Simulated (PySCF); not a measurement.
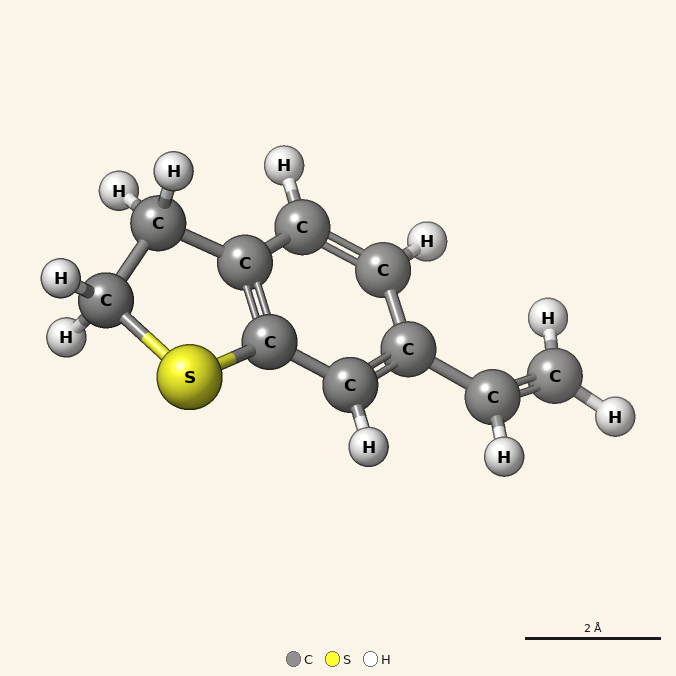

Rendered structure (ball-and-stick style). Multiple sticks mark multiple bonds (one Kekulé form).

The computed structure is the end point of a PBE0-D3(BJ)/def2-SVP optimisation. No frequency run is at hand to confirm it as a minimum.

Count the atoms of each element.

Answer. C10H10S, 21 atoms: 10 carbon, 10 hydrogen and 1 sulfur.

Does it have rings?

Answer. Independent rings (smallest set): 1 of 5 members, 1 of 6 members, 1 of them aromatic.

Write the SMILES.

Answer. C=Cc1ccc2c(c1)SCC2

Give the symmetry (Schoenflies symbol).

Answer. C1.

Count the bonded pairs by element.

Answer. 10 C–C, 10 C–H, 2 C–S.

The parts below concern this one geometry. Atoms keep their numbers from picture to picture.

### Geometry

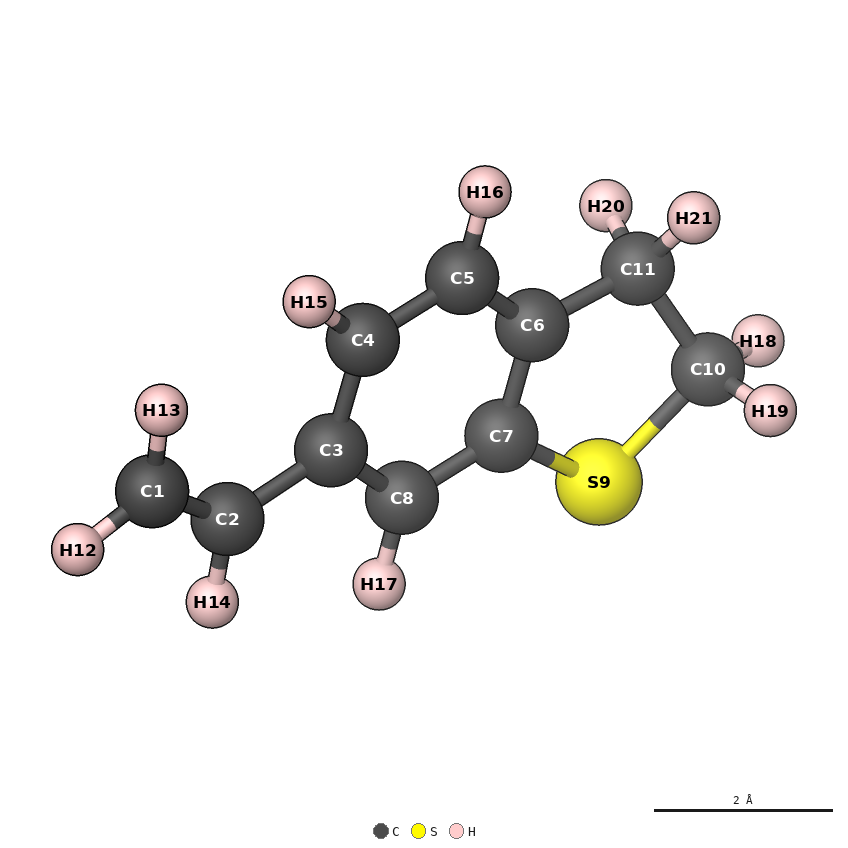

The atoms are numbered. No frequency run is at hand to confirm it as a minimum.

Which atoms are bonded, and how long are the bonds? Leave out bonds to hydrogen.

```json
{"bond": "C1–C2", "length (Å)": "1.338", "order": "double"}
{"bond": "C2–C3", "length (Å)": "1.469", "order": "single"}
{"bond": "C3–C4", "length (Å)": "1.405", "order": "aromatic"}
{"bond": "C3–C8", "length (Å)": "1.404", "order": "aromatic"}
{"bond": "C4–C5", "length (Å)": "1.392", "order": "aromatic"}
{"bond": "C5–C6", "length (Å)": "1.392", "order": "aromatic"}
{"bond": "C6–C7", "length (Å)": "1.402", "order": "aromatic"}
{"bond": "C6–C11", "length (Å)": "1.504", "order": "single"}
{"bond": "C7–C8", "length (Å)": "1.391", "order": "aromatic"}
{"bond": "C7–S9", "length (Å)": "1.764", "order": "single"}
{"bond": "S9–C10", "length (Å)": "1.831", "order": "single"}
{"bond": "C10–C11", "length (Å)": "1.527", "order": "single"}
```

### Charges

The questions are on IAO charges. No frequency run is at hand to confirm it as a minimum. Properties computed with PBE0/pcSseg-1 in chloroform (IEF-PCM) (PySCF 2.14.0).

Which atom carries the highest charge (most positive or least negative)?

Answer. H18 (0.17 e).

And the lowest?

Answer. C10 (−0.33 e).

List the IAO charges.

```json
{"atom": "C1", "value (e)": "−0.31"}
{"atom": "C2", "value (e)": "−0.14"}
{"atom": "C3", "value (e)": "−0.01"}
{"atom": "C4", "value (e)": "−0.16"}
{"atom": "C5", "value (e)": "−0.16"}
{"atom": "C6", "value (e)": "−0.01"}
{"atom": "C7", "value (e)": "−0.11"}
{"atom": "C8", "value (e)": "−0.17"}
{"atom": "S9", "value (e)": "0.11"}
{"atom": "C10", "value (e)": "−0.33"}
{"atom": "C11", "value (e)": "−0.26"}
{"atom": "H12", "value (e)": "0.16"}
{"atom": "H13", "value (e)": "0.15"}
{"atom": "H14", "value (e)": "0.15"}
{"atom": "H15", "value (e)": "0.15"}
{"atom": "H16", "value (e)": "0.16"}
{"atom": "H17", "value (e)": "0.16"}
{"atom": "H18", "value (e)": "0.17"}
{"atom": "H19", "value (e)": "0.15"}
{"atom": "H20", "value (e)": "0.15"}
{"atom": "H21", "value (e)": "0.16"}
```

### Electronic properties

No frequency run is at hand to confirm it as a minimum. Level of theory: PBE0/pcSseg-1 in chloroform (IEF-PCM) (PySCF 2.14.0).

What does the calculation give?

- dipole moment: 2.32 D
- HOMO energy (Kohn–Sham orbital): −6.01 eV
- LUMO energy (Kohn–Sham orbital): −1.14 eV
- HOMO–LUMO gap: 4.87 eV

### NMR shielding

The questions are on isotropic NMR shieldings of the H atoms. No frequency run is at hand to confirm it as a minimum. Properties computed with GIAO PBE0/pcSseg-1 NMR shielding, non-relativistic, IEF-PCM chloroform (PySCF 2.14.0).

Which H atom is the most shielded (lowest chemical shift)?

Answer. H18 (28.14 ppm).

Which H atom is the least shielded (highest chemical shift)?

Answer. H15 (23.55 ppm).

How wide is the range of H shifts?

Answer. 4.59 ppm.

Give the isotropic NMR shieldings of the H atoms atom by atom.

```tsv
atom	σ (ppm)
H12	25.58
H13	24.98
H14	24.57
H15	23.55
H16	23.81
H17	24.09
H18	28.14
H19	27.83
H20	28.04
H21	28.13
```
